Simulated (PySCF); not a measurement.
**Si₂H₄ClF (charge +1): geometry relaxation (part 1 of 3)**

System: Si₂H₄ClF, charge +1, multiplicity 2.
Method: HF/3-21G, UHF (PySCF 2.14.0).

The atoms were displaced at random from an optimised geometry. The geometry is that of the parent species in another charge or spin state. Figures and captions count atoms from 1; the log counts them from 0 in places.

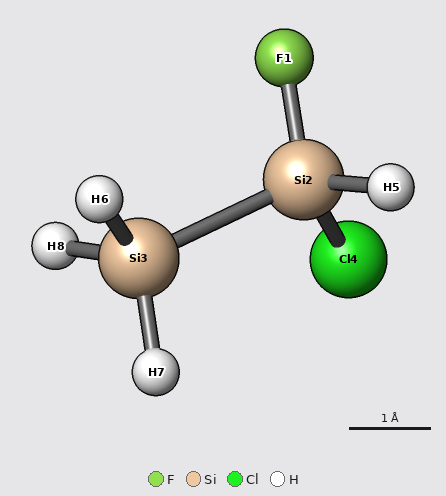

The starting structure (ball-and-stick view, seen at a tilt; atoms are numbered from 1 in the order of the input). Bond lengths as drawn: Cl–Si 2.02 Å, F–Si 1.56 Å, H–Si 1.46 to 1.51 Å and Si–Si 2.39 Å.

Key numbers

| quantity | value |
| --- | --- |
| outcome | converged |
| total energy | −1133.044176 hartree |
| basis functions | 56 |
| ⟨S²⟩ | 0.754 |
| zero-point energy | 0.038170 hartree |
| wavenumbers, lowest and highest | 53 and 2437 cm⁻¹ |
| hardware | 1 thread of Arm Neoverse V1, 112 GiB of memory available, shared host |
| wall time | 32 s |
| peak memory | 0.16 GiB |

Further notes kept with the run: dipole of an ion depends on the origin.

Input (input.py)
```python
from pyscf import gto, scf, symm
from pyscf.hessian import thermo
from pyscf.geomopt.geometric_solver import kernel as optimise

system = gto.M(
    atom=[
    ('F', (-1.303855, 1.791392, 0.148818)),
    ('Si', (-0.394962, 0.845451, -0.701585)),
    ('Si', (0.560372, -0.817772, 0.728815)),
    ('Cl', (-1.495337, -0.123266, -2.096785)),
    ('H', (0.633097, 1.672738, -1.375460)),
    ('H', (1.359575, -0.144928, 1.824175)),
    ('H', (1.424675, -1.705232, -0.050049)),
    ('H', (-0.553711, -1.595789, 1.375830)),
],
    spin=1,
    basis='3-21g',
    max_memory=1860,
    verbose=3,
    charge=1,
)

myscf = scf.UHF(system)
myscf.conv_tol = 1e-10
myscf = myscf.newton()
converged, mol_eq = optimise(myscf, maxsteps=80)
print('converged:', converged)
print(mol_eq.tostring())

myscf.reset(mol_eq)
system = mol_eq
myscf.kernel()
e_final = myscf.e_tot
print(f'total energy: {e_final:.8f} hartree')
hess = myscf.Hessian().kernel()
modes = thermo.harmonic_analysis(system, hess)
thermo.dump_normal_mode(system, modes)
symm.geom.TOLERANCE = 1e-3  # for the symmetry number
th = thermo.thermo(myscf, modes['freq_au'], 298.15, 101325)
thermo.dump_thermo(system, th)
```

Launched with:
```bash
OMP_NUM_THREADS=1 python input.py
```

The program's output
```
#|     Arguments passed to driver run_optimizer():      |#
customengine              <pyscf.geomopt.geometric_solver.PySCFEngine object>
maxiter                   80
----------------------------------------------------------
Custom engine selected.
Bonds will be generated from interatomic distances less than 1.20 times sum of covalent radii
24 internal coordinates being used (instead of 24 Cartesians)
Internal coordinate system (atoms numbered from 1):
Distance 1-2
Distance 2-3
Distance 2-4
Distance 2-5
Distance 3-6
Distance 3-7
Distance 3-8
Angle 1-2-3
Angle 1-2-4
Angle 1-2-5
Angle 3-2-4
Angle 3-2-5
Angle 4-2-5
Angle 2-3-6
Angle 2-3-7
Angle 2-3-8
Angle 6-3-7
Angle 6-3-8
Angle 7-3-8
Dihedral 1-2-3-6
Dihedral 1-2-3-7
Dihedral 1-2-3-8
Dihedral 4-2-3-6
Dihedral 4-2-3-7
Dihedral 4-2-3-8
Dihedral 5-2-3-6
Dihedral 5-2-3-7
Dihedral 5-2-3-8
Translation-X 1-8
Translation-Y 1-8
Translation-Z 1-8
Rotation-A 1-8
Rotation-B 1-8
Rotation-C 1-8
<class 'geometric.internal.Distance'> : 7
<class 'geometric.internal.Angle'> : 12
<class 'geometric.internal.Dihedral'> : 9
<class 'geometric.internal.TranslationX'> : 1
<class 'geometric.internal.TranslationY'> : 1
<class 'geometric.internal.TranslationZ'> : 1
<class 'geometric.internal.RotationA'> : 1
<class 'geometric.internal.RotationB'> : 1
<class 'geometric.internal.RotationC'> : 1
> ===== Optimization Info: ====
> Job type: Energy minimization
> Maximum number of optimization cycles: 80
> Initial / maximum trust radius (Angstrom): 0.100 / 0.300
> Convergence Criteria:
> Will converge when all 5 criteria are reached:
>  |Delta-E| < 1.00e-06
>  RMS-Grad  < 3.00e-04
>  Max-Grad  < 4.50e-04
>  RMS-Disp  < 1.20e-03
>  Max-Disp  < 1.80e-03
> === End Optimization Info ===

Geometry optimization cycle 1
Cartesian coordinates (Angstrom)
 Atom        New coordinates             dX        dY        dZ
   F  -1.303855   1.791392   0.148818    0.000000  0.000000  0.000000
  Si  -0.394962   0.845451  -0.701585    0.000000  0.000000  0.000000
  Si   0.560372  -0.817772   0.728815    0.000000  0.000000  0.000000
  Cl  -1.495337  -0.123266  -2.096785    0.000000  0.000000  0.000000
   H   0.633097   1.672738  -1.375460    0.000000  0.000000  0.000000
   H   1.359575  -0.144928   1.824175    0.000000  0.000000  0.000000
   H   1.424675  -1.705232  -0.050049   -0.000000  0.000000  0.000000
   H  -0.553711  -1.595789   1.375830    0.000000  0.000000  0.000000

WARN: Mole.unit (angstrom) is changed to Bohr

WARN: HOMO -0.280515870881822 >= LUMO -0.280515870881822

converged SCF energy = -1132.99991713122  <S^2> = 0.76274772  2S+1 = 2.0127074
--------------- SecondOrderUHF_Scanner gradients ---------------
         x                y                z
0 F     0.0249306451    -0.0209193580    -0.0331722346
1 Si    -0.0180588509    -0.0371964426     0.0396393225
2 Si    -0.0265984417     0.0515901567    -0.0612904223
3 Cl     0.0163560273     0.0241381730     0.0191851031
4 H    -0.0088816539     0.0087147398    -0.0066420099
5 H     0.0089326548    -0.0093399724     0.0156017184
6 H     0.0009076169    -0.0047649403     0.0139947103
7 H     0.0024120025    -0.0122223561     0.0126838126
----------------------------------------------
cycle 1: E = -1132.99991713  dE = -1133  norm(grad) = 0.122185
Step    0 : Gradient = 4.320e-02/8.441e-02 (rms/max) Energy = -1132.9999171312
Hessian Eigenvalues: 2.30000e-02 5.00000e-02 5.00000e-02 ... 2.40263e-01 3.19992e-01 5.90115e-01

Geometry optimization cycle 2
Cartesian coordinates (Angstrom)
 Atom        New coordinates             dX        dY        dZ
   F  -1.325051   1.796155   0.236061   -0.021196  0.004763  0.087243
  Si  -0.409841   0.887575  -0.714839   -0.014879  0.042124 -0.013254
  Si   0.592524  -0.878433   0.781278    0.032152 -0.060661  0.052463
  Cl  -1.503168  -0.226313  -2.083044   -0.007831 -0.103047  0.013741
   H   0.738974   1.608162  -1.300475    0.105877 -0.064576  0.074985
   H   1.328081  -0.044897   1.758483   -0.031494  0.100031 -0.065692
   H   1.421135  -1.675507  -0.140182   -0.003540  0.029725 -0.090133
   H  -0.612799  -1.544149   1.316476   -0.059088  0.051640 -0.059354
converged SCF energy = -1133.02994544529  <S^2> = 0.75700931  2S+1 = 2.0069971
--------------- SecondOrderUHF_Scanner gradients ---------------
         x                y                z
0 F     0.0010742461     0.0002958886    -0.0058829062
1 Si     0.0034070502    -0.0297662514     0.0225915764
2 Si    -0.0163942257     0.0312003002    -0.0294235762
3 Cl     0.0044819724     0.0077267956     0.0037727920
4 H     0.0003189888     0.0042221136    -0.0053810251
5 H     0.0027626803    -0.0042814005     0.0055933798
6 H     0.0028168515    -0.0050291026     0.0040345355
7 H     0.0015324364    -0.0043683436     0.0046952237
----------------------------------------------
cycle 2: E = -1133.02994545  dE = -0.0300283  norm(grad) = 0.0619918
Step    1 : Displace = 1.022e-01/1.449e-01 (rms/max) Trust = 1.000e-01 (=) Grad = 2.192e-02/4.591e-02 (rms/max) E (change) = -1133.0299454453 (-3.003e-02) Quality = 1.324
Hessian Eigenvalues: 2.30001e-02 5.00000e-02 5.00000e-02 ... 2.35161e-01 3.22207e-01 6.17885e-01

Geometry optimization cycle 3
Cartesian coordinates (Angstrom)
 Atom        New coordinates             dX        dY        dZ
   F  -1.300503   1.769303   0.301540    0.024548 -0.026853  0.065479
  Si  -0.415055   0.930510  -0.753974   -0.005214  0.042935 -0.039135
  Si   0.644340  -0.984559   0.875953    0.051815 -0.106127  0.094675
  Cl  -1.505944  -0.320032  -2.052992   -0.002775 -0.093719  0.030052
   H   0.814817   1.551156  -1.212740    0.075843 -0.057006  0.087736
   H   1.284657   0.059980   1.676528   -0.043424  0.104877 -0.081955
   H   1.381963  -1.591682  -0.233503   -0.039171  0.083825 -0.093322
   H  -0.674421  -1.492081   1.252946   -0.061622  0.052068 -0.063530
converged SCF energy = -1133.03908880213  <S^2> = 0.75588007  2S+1 = 2.0058715
--------------- SecondOrderUHF_Scanner gradients ---------------
         x                y                z
0 F    -0.0023372379     0.0008124812     0.0054308976
1 Si     0.0079040311    -0.0015723708     0.0007519759
2 Si     0.0010736509    -0.0004196348     0.0010370121
3 Cl    -0.0004344829    -0.0039445871    -0.0002701998
4 H    -0.0001868108    -0.0045846022     0.0030834568
5 H    -0.0029504296     0.0023357601    -0.0042506880
6 H    -0.0021688919     0.0034386153    -0.0023460352
7 H    -0.0008998288     0.0039343383    -0.0034364193
----------------------------------------------
cycle 3: E = -1133.0390888  dE = -0.00914336  norm(grad) = 0.0152406
Step    2 : Displace = 1.150e-01/1.514e-01 (rms/max) Trust = 1.414e-01 (+) Grad = 5.388e-03/8.094e-03 (rms/max) E (change) = -1133.0390888021 (-9.143e-03) Quality = 0.792
Hessian Eigenvalues: 2.30000e-02 5.00000e-02 5.00000e-02 ... 2.58876e-01 3.23169e-01 6.20317e-01

Geometry optimization cycle 4
Cartesian coordinates (Angstrom)
 Atom        New coordinates             dX        dY        dZ
   F  -1.330769   1.822115   0.238405   -0.030267  0.052813 -0.063135
  Si  -0.438450   0.964465  -0.793031   -0.023395  0.033955 -0.039057
  Si   0.643286  -0.981284   0.879087   -0.001054  0.003275  0.003134
  Cl  -1.545480  -0.247092  -2.113806   -0.039536  0.072940 -0.060815
   H   0.764252   1.628031  -1.283230   -0.050564  0.076876 -0.070491
   H   1.330783  -0.023332   1.750483    0.046126 -0.083312  0.073955
   H   1.425903  -1.669728  -0.152071    0.043940 -0.078046  0.081433
   H  -0.619671  -1.570580   1.327923    0.054750 -0.078499  0.074977
converged SCF energy = -1133.04245689951  <S^2> = 0.75458652  2S+1 = 2.0045813
--------------- SecondOrderUHF_Scanner gradients ---------------
         x                y                z
0 F    -0.0020946569     0.0019810560     0.0026074242
1 Si     0.0063976554    -0.0047454959     0.0038551414
2 Si    -0.0037469049     0.0069237332    -0.0056459839
3 Cl    -0.0016051918    -0.0020945482    -0.0018477738
4 H     0.0001139798    -0.0009408346     0.0008353117
5 H    -0.0003393900    -0.0008469572    -0.0004622246
6 H     0.0002374950    -0.0004231839     0.0007078120
7 H     0.0010370135     0.0001462306    -0.0000497070
----------------------------------------------
cycle 4: E = -1133.0424569  dE = -0.0033681  norm(grad) = 0.0142174
Step    3 : Displace = 9.933e-02/1.218e-01 (rms/max) Trust = 2.000e-01 (+) Grad = 5.027e-03/9.688e-03 (rms/max) E (change) = -1133.0424568995 (-3.368e-03) Quality = 1.049
Hessian Eigenvalues: 2.29998e-02 4.85058e-02 5.00000e-02 ... 2.71428e-01 3.27086e-01 6.15811e-01

Geometry optimization cycle 5
Cartesian coordinates (Angstrom)
 Atom        New coordinates             dX        dY        dZ
   F  -1.341624   1.843308   0.210362   -0.010855  0.021192 -0.028043
  Si  -0.449195   0.988819  -0.820357   -0.010745  0.024355 -0.027326
  Si   0.660263  -1.013945   0.913512    0.016977 -0.032660  0.034424
  Cl  -1.561637  -0.219054  -2.137812   -0.016158  0.028038 -0.024005
   H   0.741433   1.670563  -1.321129   -0.022819  0.042531 -0.037898
   H   1.349622  -0.051624   1.781784    0.018840 -0.028291  0.031300
   H   1.437186  -1.691764  -0.130162    0.011283 -0.022035  0.021909
   H  -0.606194  -1.603709   1.357561    0.013477 -0.033129  0.029638
converged SCF energy = -1133.04358630751  <S^2> = 0.75423456  2S+1 = 2.0042301
--------------- SecondOrderUHF_Scanner gradients ---------------
         x                y                z
0 F    -0.0010696018     0.0011381285     0.0011029973
1 Si     0.0036407240    -0.0028808680     0.0028272067
2 Si    -0.0024525555     0.0040127824    -0.0033278521
3 Cl    -0.0016459380    -0.0014052528    -0.0016144601
4 H     0.0005226059     0.0001794172     0.0003843882
5 H     0.0002554025    -0.0001361652     0.0000846329
6 H     0.0004207233    -0.0004962350     0.0002830342
7 H     0.0003286396    -0.0004118070     0.0002600529
----------------------------------------------
cycle 5: E = -1133.04358631  dE = -0.00112941  norm(grad) = 0.00866477
Step    4 : Displace = 4.489e-02/6.133e-02 (rms/max) Trust = 2.828e-01 (+) Grad = 3.063e-03/5.761e-03 (rms/max) E (change) = -1133.0435863075 (-1.129e-03) Quality = 1.482
Hessian Eigenvalues: 2.29984e-02 2.49623e-02 5.00000e-02 ... 2.74573e-01 3.19881e-01 6.10305e-01

Geometry optimization cycle 6
Cartesian coordinates (Angstrom)
 Atom        New coordinates             dX        dY        dZ
   F  -1.353950   1.864051   0.186437   -0.012326  0.020743 -0.023925
  Si  -0.460848   1.017823  -0.847288   -0.011653  0.029004 -0.026931
  Si   0.680125  -1.048365   0.949158    0.019863 -0.034421  0.035646
  Cl  -1.568023  -0.198553  -2.153760   -0.006386  0.020501 -0.015948
   H   0.715446   1.709884  -1.362357   -0.025987  0.039321 -0.041229
   H   1.367985  -0.085263   1.814853    0.018362 -0.033639  0.033069
   H   1.444477  -1.710441  -0.112339    0.007290 -0.018677  0.017823
   H  -0.595358  -1.626542   1.379055    0.010836 -0.022832  0.021494
converged SCF energy = -1133.04410440337  <S^2> = 0.75388394  2S+1 = 2.0038802
--------------- SecondOrderUHF_Scanner gradients ---------------
         x                y                z
0 F    -0.0001107123    -0.0000208276    -0.0000139273
1 Si     0.0010935861    -0.0002552886     0.0005157264
2 Si    -0.0006839178     0.0009422826    -0.0002466814
3 Cl    -0.0006509621    -0.0002609922    -0.0004251657
4 H    -0.0000112834    -0.0000704330     0.0003753260
5 H    -0.0000583080    -0.0000888257    -0.0002974787
6 H     0.0000319468    -0.0000589631     0.0000795161
7 H     0.0003896507    -0.0001869524     0.0000126847
----------------------------------------------
cycle 6: E = -1133.0441044  dE = -0.000518096  norm(grad) = 0.00201807
Step    5 : Displace = 4.290e-02/6.249e-02 (rms/max) Trust = 3.000e-01 (+) Grad = 7.135e-04/1.236e-03 (rms/max) E (change) = -1133.0441044034 (-5.181e-04) Quality = 1.183
Hessian Eigenvalues: 2.01965e-02 2.30009e-02 5.00000e-02 ... 2.73786e-01 3.16137e-01 6.11225e-01

Geometry optimization cycle 7
Cartesian coordinates (Angstrom)
 Atom        New coordinates             dX        dY        dZ
   F  -1.358387   1.870740   0.181166   -0.004437  0.006689 -0.005271
  Si  -0.464500   1.026514  -0.853145   -0.003652  0.008690 -0.005857
  Si   0.686594  -1.057507   0.957712    0.006469 -0.009142  0.008554
  Cl  -1.565711  -0.197526  -2.154511    0.002312  0.001027 -0.000751
   H   0.705685   1.723017  -1.377495   -0.009761  0.013134 -0.015137
   H   1.375505  -0.098405   1.828262    0.007520 -0.013142  0.013409
   H   1.446517  -1.716696  -0.108708    0.002041 -0.006255  0.003631
   H  -0.595850  -1.627542   1.380478   -0.000492 -0.001000  0.001423
converged SCF energy = -1133.0441444806  <S^2> = 0.7538038  2S+1 = 2.0038002
--------------- SecondOrderUHF_Scanner gradients ---------------
         x                y                z
0 F     0.0000145283    -0.0001523231    -0.0000835405
1 Si    -0.0000395911    -0.0000740430    -0.0000944917
2 Si    -0.0000497838     0.0000851829     0.0000718255
3 Cl    -0.0001185248     0.0001912603     0.0000118351
4 H     0.0001692346    -0.0000394354     0.0001231094
5 H     0.0000350266     0.0002215247    -0.0000366412
6 H    -0.0000282670    -0.0000218418    -0.0000576817
7 H     0.0000173772    -0.0002103246     0.0000655851
```
